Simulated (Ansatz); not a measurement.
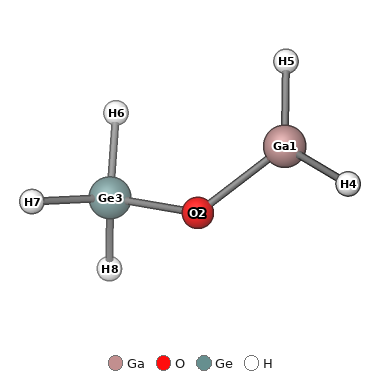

The system is GaGeH5O, SMILES [GaH2][O][GeH3]; the picture shows the reference structure. The first coordinate is: bond length O2–Ge3; the second: angle Ge3–O2–Ga1. Nothing is relaxed (all other coordinates rigid). Grid: 9 × 9 points. Energies are in eV, from the lowest grid point. Method: RKS PBE-D4/def2-SVP in Ansatz 0.2.0.

Its coordinates:

```xyz
8

Ga   -1.0127    1.0415   -1.1514
O    -0.1997   -0.4897   -0.6490
Ge    0.7633   -0.8529    0.8265
H    -1.7528    0.9185   -2.5298
H    -0.8815    2.2721   -0.1727
H     0.8434    0.4087    1.7376
H     2.1828   -1.2812    0.3665
H     0.0572   -2.0168    1.5725
```

Range: bond length O2–Ge3 from 1.583 to 2.249 Å; angle Ge3–O2–Ga1 from 94.8 to 164.8°.

> What will the energy surface look like?

The lowest grid point is at bond length O2–Ge3 = 1.833 Å, angle Ge3–O2–Ga1 = 129.8°. It is the only kind of minimum in the scanned range. The highest grid point, bond length O2–Ge3 = 1.583 Å, angle Ge3–O2–Ga1 = 94.8°, lies 2.43 eV above the lowest.

| angle Ge3–O2–Ga1 ↓, bond length O2–Ge3 → | 1.583 | 1.666 | 1.749 | 1.833 | 1.916 | 1.999 | 2.082 | 2.165 | 2.249 |
| --- | --- | --- | --- | --- | --- | --- | --- | --- | --- |
| 164.8 | 0.78 | 0.28 | 0.10 | 0.13 | 0.29 | 0.54 | 0.84 | 1.16 | 1.49 |
| 156.1 | 0.77 | 0.26 | 0.07 | 0.09 | 0.25 | 0.49 | 0.78 | 1.09 | 1.42 |
| 147.3 | 0.77 | 0.25 | 0.04 | 0.06 | 0.20 | 0.43 | 0.71 | 1.02 | 1.34 |
| 138.6 | 0.77 | 0.24 | 0.02 | 0.02 | 0.15 | 0.37 | 0.65 | 0.94 | 1.25 |
| 129.8 | 0.81 | 0.25 | 0.02 | 0.00 | 0.12 | 0.33 | 0.59 | 0.88 | 1.18 |
| 121.1 | 0.90 | 0.31 | 0.05 | 0.01 | 0.12 | 0.31 | 0.56 | 0.83 | 1.13 |
| 112.3 | 1.09 | 0.47 | 0.17 | 0.10 | 0.17 | 0.34 | 0.57 | 0.84 | 1.12 |
| 103.6 | 1.51 | 0.81 | 0.46 | 0.33 | 0.36 | 0.49 | 0.69 | 0.93 | 1.18 |
| 94.8 | 2.43 | 1.61 | 1.14 | 0.91 | 0.85 | 0.90 | 1.03 | 1.21 | 1.42 |

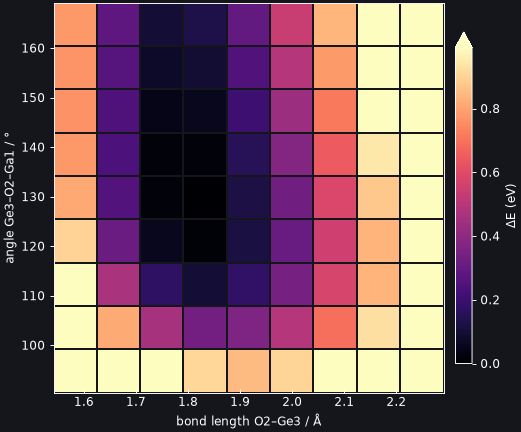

The picture shows one coloured cell a grid point, one colour for all values above the top of the scale.

Each point was launched as `ansatz run input.yaml --threads 1 --pin off --max-ram 2560MiB --backend cpu --events-out ev --progress --plain --runs-dir out`. The whole map (81 points run) took 16 min on 1 thread of Arm Neoverse V1, with other jobs on the host.
